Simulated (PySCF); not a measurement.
# C7H6N2O: magnetic properties

Wanted: magnetic properties for C7H6N2O (`Oc1ccn2ccnc2c1`).

Programs: PySCF 2.14.0, with routines of our own; each step states its level. All values are computed. Atoms count from 0.

## 1. The starting structure

16 atoms, charge 0, multiplicity 1; geometry from: GFN2-xTB.

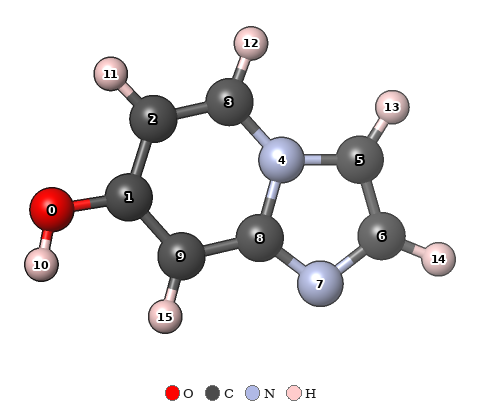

The starting geometry (oxygen red, carbon dark grey, nitrogen light blue, hydrogen pink).

## 2. Magnetic properties: GIAO B3LYP/pcSseg-1

The job: settings as JSON, then the geometry in Å.

```
{"job": {"kind": "mag", "xc": "B3LYP", "basis": "pcSseg-1", "isotopologues": 0}, "charge": 0, "multiplicity": 1}
O     -3.092377    -0.825689     0.065421
C     -1.799115    -0.415407     0.028728
C     -1.573743     0.969498    -0.182675
C     -0.306917     1.455683    -0.232775
N      0.742203     0.616603    -0.081699
C      2.088862     0.828291    -0.090149
C      2.662034    -0.400982     0.113429
N      1.727773    -1.364758     0.247513
C      0.565406    -0.753711     0.129793
C     -0.737775    -1.268533     0.184926
H     -3.131472    -1.778413     0.212791
H     -2.425479     1.616868    -0.300562
H     -0.085656     2.500436    -0.390396
H      2.517419     1.798123    -0.235028
H      3.705185    -0.642109     0.170531
H     -0.863947    -2.326956     0.348740
```

With the program's defaults for keys left out, this is: GIAO B3LYP/pcSseg-1 magnetisability, rotational g tensor and spin-rotation constants, non-relativistic, gas phase.

Run with:

```console
> OMP_NUM_THREADS=1 python excited_run.py task.json out
```

This one command runs all jobs of the session in turn.

What it wrote:

```text
coarse grid: 14536 points
cycle   1  E = -454.8197277271  dE =  2.257e+00  |g| = 7.629e-01  |ddm| = 4.097e+00
cycle   2  E = -454.6186759493  dE =  2.011e-01  |g| = 1.259e+00  |ddm| = 2.049e+00
cycle   3  E = -454.9303294682  dE = -3.117e-01  |g| = 2.109e-01  |ddm| = 1.400e+00
cycle   4  E = -454.9398538535  dE = -9.524e-03  |g| = 6.979e-02  |ddm| = 2.253e-01
cycle   5  E = -454.9407844661  dE = -9.306e-04  |g| = 2.791e-02  |ddm| = 7.983e-02
cycle   6  E = -454.9409477218  dE = -1.633e-04  |g| = 6.847e-03  |ddm| = 3.024e-02
cycle   7  E = -454.9409569442  dE = -9.222e-06  |g| = 2.888e-03  |ddm| = 8.319e-03
final grid: 143880 points
cycle   8  E = -455.0274019504  dE = -4.376e-05  |g| = 7.738e-03  |ddm| = 4.182e-02
cycle   9  E = -455.0273714005  dE =  3.055e-05  |g| = 1.355e-02  |ddm| = 2.115e-02
cycle  10  E = -455.0274165374  dE = -4.514e-05  |g| = 1.651e-03  |ddm| = 1.416e-02
cycle  11  E = -455.0274171651  dE = -6.276e-07  |g| = 3.705e-04  |ddm| = 1.766e-03
cycle  12  E = -455.0274171863  dE = -2.127e-08  |g| = 2.277e-04  |ddm| = 5.235e-04
cycle  13  E = -455.0274171980  dE = -1.162e-08  |g| = 4.571e-05  |ddm| = 2.179e-04
cycle  14  E = -455.0274171983  dE = -3.710e-10  |g| = 1.778e-05  |ddm| = 4.485e-05
converged SCF energy = -455.0274171983

Magnetisability tensor (1e-30 J/T^2)
     -998.50       -1.72       25.03
       -1.72     -932.84     -211.81
       25.03     -211.81    -2250.71
isotropic -1394.01   principal values   -2284.38   -998.35   -899.32
isotropic susceptibility -83.949 1e-6 cm^3/mol

Inertial axes            a          b          c
rot. const./GHz      3.6464     1.1041     0.8475
chi total           -60.122    -54.158   -137.568
chi diamagnetic    -439.127  -1152.254  -1482.874
chi paramagnetic    379.005   1098.096   1345.305
quadrupole/D A        1.223      6.561     -7.783
g nuclear            0.5808     0.5442     0.5527
g electronic        -0.6493    -0.5696    -0.5356
g total             -0.0684    -0.0254     0.0170

Spin-rotation constants (kHz, H = +C I.J)
atom  isotope        aa         bb         cc
  4    14N        0.623      0.175      0.043
  7    14N        0.889      0.195      0.029
 10     1H       -0.397      0.044     -0.108
 11     1H        0.043     -0.015     -0.094
 12     1H       -0.353      0.108     -0.078
 13     1H       -0.176      0.060     -0.091
 14     1H        0.378     -0.102     -0.082
 15     1H       -0.350      0.105     -0.091
  0    17O*      -0.521     -0.204     -0.113
  1    13C*       1.769      0.466      0.165
  2    13C*       1.331      0.414      0.108
  3    13C*       1.224      0.505      0.133
  5    13C*       1.327      0.370      0.149
  6    13C*       1.768      0.382      0.156
  8    13C*       1.399      0.517      0.173
  9    13C*       1.184      0.404      0.128
* in the singly substituted isotopologue
```

Run time: 34 s. Hardware: 1 thread of AMD EPYC 7R13, shared host; peak memory 0.95 GiB.

From this job:

| quantity | value |
| --- | --- |
| magnetisability | -1394·10⁻³⁰ J/T² |
| molar susceptibility | -83.9·10⁻⁶ cm³/mol |
| rotational g (a, b, c) | -0.0684, -0.0254, 0.0170 |

## 3. Magnetic properties: GIAO BP86/6-31G

Settings changed since step 2:

```diff
@@ -1,2 +1,2 @@
-{"job": {"kind": "mag", "xc": "B3LYP", "basis": "pcSseg-1", "isotopologues": 0}, "charge": 0, "multiplicity": 1}
+{"job": {"kind": "mag", "xc": "BP86", "basis": "6-31G"}, "charge": 0, "multiplicity": 1}
 O     -3.092377    -0.825689     0.065421
```

Level: GIAO BP86/6-31G magnetisability, rotational g tensor and spin-rotation constants, non-relativistic, gas phase.

What it wrote:

```text
coarse grid: 14536 points
cycle   1  E = -454.8995197572  dE =  2.096e+00  |g| = 8.042e-01  |ddm| = 4.698e+00
cycle   2  E = -454.4042371938  dE =  4.953e-01  |g| = 1.696e+00  |ddm| = 3.332e+00
cycle   3  E = -455.0205407983  dE = -6.163e-01  |g| = 3.325e-01  |ddm| = 2.469e+00
cycle   4  E = -455.0482542465  dE = -2.771e-02  |g| = 1.024e-01  |ddm| = 5.119e-01
cycle   5  E = -455.0504029649  dE = -2.149e-03  |g| = 4.831e-02  |ddm| = 1.636e-01
cycle   6  E = -455.0509581977  dE = -5.552e-04  |g| = 1.497e-02  |ddm| = 7.244e-02
cycle   7  E = -455.0510206161  dE = -6.242e-05  |g| = 4.151e-03  |ddm| = 2.313e-02
cycle   8  E = -455.0510250210  dE = -4.405e-06  |g| = 1.614e-03  |ddm| = 6.978e-03
final grid: 143880 points
cycle   9  E = -454.9364171352  dE = -3.064e-05  |g| = 8.103e-03  |ddm| = 4.178e-02
cycle  10  E = -454.9363781498  dE =  3.899e-05  |g| = 1.488e-02  |ddm| = 2.695e-02
cycle  11  E = -454.9364323732  dE = -5.422e-05  |g| = 2.712e-03  |ddm| = 1.854e-02
cycle  12  E = -454.9364342469  dE = -1.874e-06  |g| = 7.876e-04  |ddm| = 3.674e-03
cycle  13  E = -454.9364344370  dE = -1.901e-07  |g| = 1.408e-04  |ddm| = 1.072e-03
cycle  14  E = -454.9364344412  dE = -4.139e-09  |g| = 7.305e-05  |ddm| = 2.633e-04
cycle  15  E = -454.9364344426  dE = -1.382e-09  |g| = 1.575e-05  |ddm| = 1.066e-04
cycle  16  E = -454.9364344426  dE = -6.605e-11  |g| = 6.193e-06  |ddm| = 2.758e-05
converged SCF energy = -454.9364344426

Magnetisability tensor (1e-30 J/T^2)
     -993.00        7.20       24.50
        7.20     -964.98     -212.67
       24.50     -212.67    -2289.49
isotropic -1415.82   principal values   -2323.28   -992.70   -931.48
isotropic susceptibility -85.263 1e-6 cm^3/mol

Inertial axes            a          b          c
rot. const./GHz      3.6464     1.1041     0.8475
chi total           -59.738    -56.139   -139.911
chi diamagnetic    -437.016  -1150.682  -1481.692
chi paramagnetic    377.278   1094.542   1341.781
quadrupole/D A        0.391      6.645     -7.036
g nuclear            0.5808     0.5442     0.5527
g electronic        -0.6463    -0.5678    -0.5342
g total             -0.0655    -0.0236     0.0185

Spin-rotation constants (kHz, H = +C I.J)
atom  isotope        aa         bb         cc
  4    14N        0.547      0.154      0.038
  7    14N        0.820      0.168      0.025
 10     1H       -0.440      0.041     -0.123
 11     1H        0.022     -0.022     -0.100
 12     1H       -0.357      0.095     -0.086
 13     1H       -0.191      0.050     -0.099
 14     1H        0.346     -0.106     -0.092
 15     1H       -0.366      0.093     -0.102
  0    17O*      -0.551     -0.204     -0.110
  1    13C*       1.507      0.406      0.140
  2    13C*       1.174      0.362      0.089
  3    13C*       1.077      0.427      0.113
  5    13C*       1.170      0.321      0.131
  6    13C*       1.488      0.339      0.134
  8    13C*       1.179      0.446      0.153
  9    13C*       1.057      0.350      0.106
* in the singly substituted isotopologue
```

Run time: 30 s. Hardware: 1 thread of AMD EPYC 7R13, shared host; peak memory 0.47 GiB.

Key values:

| quantity | value |
| --- | --- |
| magnetisability | -1416·10⁻³⁰ J/T² |
| molar susceptibility | -85.3·10⁻⁶ cm³/mol |
| rotational g (a, b, c) | -0.0655, -0.0236, 0.0185 |

## 4. The levels compared

| level | ξ (10⁻³⁰ J/T²) | g(a) | g(b) | gap (eV) | functions | time |
| --- | --- | --- | --- | --- | --- | --- |
| GIAO B3LYP/pcSseg-1 | -1394 | -0.0684 | -0.0254 | 4.61 | 200 | 34 s |
| GIAO BP86/6-31G | -1416 | -0.0655 | -0.0236 | 3.33 | 102 | 30 s |

## 5. Results

| quantity | value |
| --- | --- |
| magnetisability (step 2, GIAO B3LYP/pcSseg-1) | -1394·10⁻³⁰ J/T² |
| molar susceptibility (step 2, GIAO B3LYP/pcSseg-1) | -83.9·10⁻⁶ cm³/mol |
| rotational g (a, b, c) (step 2, GIAO B3LYP/pcSseg-1) | -0.0684, -0.0254, 0.0170 |
| magnetisability over the levels | -1416 to -1394·10⁻³⁰ J/T² |

What this shows: The magnetisability spreads by 1.6 % over 2 levels of like cost. Two levels can agree by chance, so this spread shows no convergence. Vibrational averaging and real surroundings are missing from these values.
